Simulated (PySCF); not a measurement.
**C3H9OSi− (SMILES CC(C)O[SiH2-]) at 3 levels**

We compute a comparison of 3 runs (HF/def2-SVP, PBE0/def2-SVP, TPSS/def2-SVP) of C3H9OSi−. The job is set up through a Python script.

The results are computed with PySCF 2.14.0.

**1. The molecule**

C3H9OSi−: 14 atoms, total charge -1, spin state singlet. As SMILES, `CC(C)O[SiH2-]`. The coordinates come from a GFN2-xTB relaxation. This is one conformer, not always the lowest.

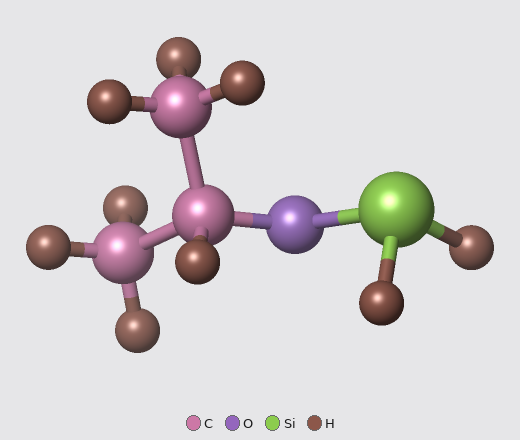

The structure, seen from a chosen angle (carbon pink, oxygen purple, silicon green, hydrogen brown).

**2. Energy and gradient at HF/def2-SVP (run 1)**

File calc.py:

```python
# CC(C)O[SiH2-]
from pyscf import gto, scf

system = gto.M(
    atom=[
    ('C', (-1.045520, 0.714120, 0.763000)),
    ('C', (0.169080, -0.061520, 0.225480)),
    ('C', (0.288760, -1.411640, 0.951370)),
    ('O', (0.093360, -0.259490, -1.108480)),
    ('Si', (0.290360, 1.163230, -2.102300)),
    ('H', (-1.119800, 1.625940, 0.169550)),
    ('H', (-0.930390, 0.949210, 1.821180)),
    ('H', (-1.949920, 0.125700, 0.615350)),
    ('H', (1.073150, 0.539880, 0.484030)),
    ('H', (1.168010, -1.945790, 0.595170)),
    ('H', (-0.590810, -2.017230, 0.736160)),
    ('H', (0.370930, -1.267140, 2.029290)),
    ('H', (1.759030, 1.461550, -1.805100)),
    ('H', (0.423750, 0.383170, -3.374680)),
],
    charge=-1,
    max_memory=1860,
    basis='def2-svp',
    verbose=3,
)

myscf = scf.RHF(system)
myscf.conv_tol = 1e-10
myscf.kernel()
if not myscf.converged:
    myscf = myscf.newton().run(myscf.mo_coeff, myscf.mo_occ)

etot = myscf.e_tot
print(f'total energy: {etot:.8f} hartree')
grad = myscf.nuc_grad_method().kernel()
dip = myscf.dip_moment()
pop, q = myscf.mulliken_pop()
```

On the command line:

```sh
OMP_NUM_THREADS=1 python calc.py
```

The program printed:

```text
converged SCF energy = -482.382025842488
total energy: -482.38202584 hartree
--------------- RHF gradients ---------------
         x                y                z
0 C    -0.0085693798     0.0001263514     0.0067757135
1 C    -0.0004103453     0.0030747747    -0.0283646091
2 C    -0.0028736014    -0.0085046053     0.0061856640
[... 10 lines of this table left out ...]
13 H    -0.0071907365     0.0037095145     0.0120314541
----------------------------------------------

WARN: System has nonzero charge -1; the dipole moment is origin-dependent.
Location of origin: [0. 0. 0.]

Dipole moment(X, Y, Z, Debye): -0.96521, -4.00760,  8.76061
[... 134 lines left out ...]
charge of   13H =     -0.31354
```

Wall time 17 s (1 thread of Intel Xeon at 2.70GHz, shared host); peak memory 0.31 GiB.

**3. Energy and gradient at PBE0/def2-SVP (run 2)**

File run.py:

```python
import pyscf.grad
from pyscf import gto, dft

mol = gto.Mole()
mol.atom = '''
C       -1.045520       0.714120       0.763000
C        0.169080      -0.061520       0.225480
C        0.288760      -1.411640       0.951370
O        0.093360      -0.259490      -1.108480
Si       0.290360       1.163230      -2.102300
H       -1.119800       1.625940       0.169550
H       -0.930390       0.949210       1.821180
H       -1.949920       0.125700       0.615350
H        1.073150       0.539880       0.484030
H        1.168010      -1.945790       0.595170
H       -0.590810      -2.017230       0.736160
H        0.370930      -1.267140       2.029290
H        1.759030       1.461550      -1.805100
H        0.423750       0.383170      -3.374680
'''
mol.charge = -1
mol.max_memory = 1860
mol.spin = 0
mol.basis = 'def2-svp'
mol.verbose = 4
mol.build()

ks = dft.RKS(mol)
ks.xc = 'pbe0'
ks.grids.level = 5
ks.conv_tol = 1e-10
ks.kernel()
if not ks.converged:
    ks = ks.newton().run(ks.mo_coeff, ks.mo_occ)

e_tot = ks.e_tot
print(f'total energy: {e_tot:.8f} hartree')
grad = ks.Gradients().kernel()
dip = ks.dip_moment()
pop, q = ks.mulliken_pop()
```

On the command line:

```sh
OMP_NUM_THREADS=1 python run.py
```

The program printed:

```text
PySCF version 2.14.0

[... 83 lines left out ...]
converged SCF energy = -483.868969872906
total energy: -483.86896987 hartree
[... 13 lines left out ...]
WARN: System has nonzero charge -1; the dipole moment is origin-dependent.
[... 2 lines left out ...]
Dipole moment(X, Y, Z, Debye): -0.83865, -4.10904,  8.32470
[... 134 lines left out ...]
charge of   13H =     -0.22763
```

Run time: 76 s. Hardware: 1 thread of Intel Xeon at 2.70GHz, shared host; peak memory 1.3 GiB.

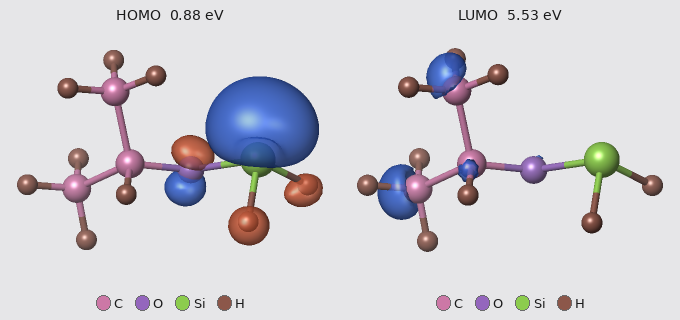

Frontier orbitals of this run, surfaces at ±0.2 Å^-3/2.

**4. Energy and forces at TPSS/def2-SVP (run 3)**

File calc.py:

```python
from pyscf import gto, dft

system = gto.M(
    atom='''
C     -1.045520     0.714120     0.763000
C      0.169080    -0.061520     0.225480
C      0.288760    -1.411640     0.951370
O      0.093360    -0.259490    -1.108480
Si     0.290360     1.163230    -2.102300
H     -1.119800     1.625940     0.169550
H     -0.930390     0.949210     1.821180
H     -1.949920     0.125700     0.615350
H      1.073150     0.539880     0.484030
H      1.168010    -1.945790     0.595170
H     -0.590810    -2.017230     0.736160
H      0.370930    -1.267140     2.029290
H      1.759030     1.461550    -1.805100
H      0.423750     0.383170    -3.374680
''',
    spin=0,
    max_memory=1860,
    verbose=3,
    basis='def2-svp',
    charge=-1,
)

mf = dft.RKS(system)
mf.xc = 'tpss'
mf.grids.level = 5
mf.conv_tol = 1e-10
mf.kernel()
if not mf.converged:
    mf = mf.newton().run(mf.mo_coeff, mf.mo_occ)

etot = mf.e_tot
print('E = %.10f Eh' % etot)
grad = mf.nuc_grad_method().kernel()
dip = mf.dip_moment()
pop, q = mf.mulliken_pop()
```

On the command line:

```sh
OMP_NUM_THREADS=1 python calc.py
```

The program printed:

```text
converged SCF energy = -484.277474694676
E = -484.2774746947 Eh
--------------- RKS gradients ---------------
         x                y                z
0 C    -0.0075665634     0.0017956264     0.0010350545
1 C     0.0017917862     0.0006087752    -0.0307234463
2 C    -0.0028816706    -0.0087741642     0.0049823538
[... 10 lines of this table left out ...]
13 H    -0.0077732166     0.0064921429     0.0127330556
----------------------------------------------

WARN: System has nonzero charge -1; the dipole moment is origin-dependent.
Location of origin: [0. 0. 0.]

Dipole moment(X, Y, Z, Debye): -0.84279, -4.17428,  8.25360
[... 134 lines left out ...]
charge of   13H =     -0.23389
```

Wall time 1.8 min (1 thread of Intel Xeon at 2.70GHz, shared host); peak memory 1.3 GiB.

**5. The series**

```csv
run,level,integration grid,energy (Eh),HOMO energy (eV),LUMO energy (eV),HOMO–LUMO gap (eV),wall time
1,HF/def2-SVP,–,-482.382026,-1.35,8.41,9.76,17 s
2,PBE0/def2-SVP,5,-483.868970,0.88,5.53,4.65,76 s
3,TPSS/def2-SVP,5,-484.277475,1.76,4.97,3.20,1.8 min
```

**6. Summary of results**

```
                                                    quantity          value
                                         run 3: total energy  -484.27747 Eh
                                          run 3: HOMO energy        1.76 eV
                                          run 3: LUMO energy        4.97 eV
run 3: HOMO–LUMO gap (to an unbound level, set by the basis)        3.20 eV
                             run 3: largest force on an atom     1.778 eV/Å
```

In words: The HOMO–LUMO gap runs from 3.20 eV (TPSS/def2-SVP) to 9.76 eV (HF/def2-SVP). Exact exchange widens orbital gaps. The empty levels of an anion lie above zero and hang on the basis. Totals of different functionals can't be ranked against each other. In runs 2, 3 the HOMO lies above zero, so the outermost electron may be held by the basis alone. All runs together took 3.3 min, the longest 1.8 min.
